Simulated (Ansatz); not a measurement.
Bands of a (9,0) GaN nanotube, along its axis.

Levels: PBE (plane waves to 420 eV, PAW; Ansatz, a first-principles code); PBE with spin-orbit coupling (Ansatz). Unmarked values and the geometry are of the first. Mesh 1×1×6. No spin polarisation. Periodic along z alone, with about 11 Å of vacuum beside it. A hypothetical model, rolled from the flat sheet. Only distortions within the start's symmetry and period were free.

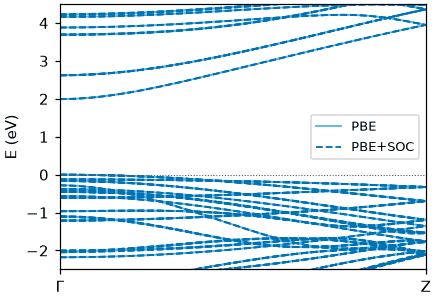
Figure: Bands from the zone centre to the zone edge (period 5.54 Å); the dotted line marks the highest filled level of each set

Q: Is it a metal or a semiconductor at this level? Give what the bands show.

A: A semiconductor in PBE.
| Quantity | Value |
|---|---|
| PBE gap | 1.99 eV, direct at Γ |
| PBE+SOC gap at this geometry | 1.99 eV |
